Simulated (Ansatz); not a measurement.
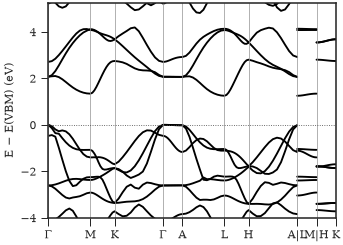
Figure: Band structure from PBE in the plane-wave PAW code Ansatz

Task: Read off the gap and where the band edges lie.

Result: About 1.3 eV (1.25 eV by a search for the band edges); maximum at Γ, minimum at L.

The material is HfS2 (CdI2 type, P-3m1).

The cell was relaxed with PBE under the symmetry of its start. No spin polarisation was allowed. The volume lies over 15 % above that of the usual cell of this phase: another minimum, or an error of the functional. A crystal of weakly bound layers computed without a dispersion correction: the cell and the soft elastic constants depend strongly on that. Scalar-relativistic: spin–orbit coupling is off unless named, which matters more the heavier the elements.

Potentials: the later of the program's two PAW sets.
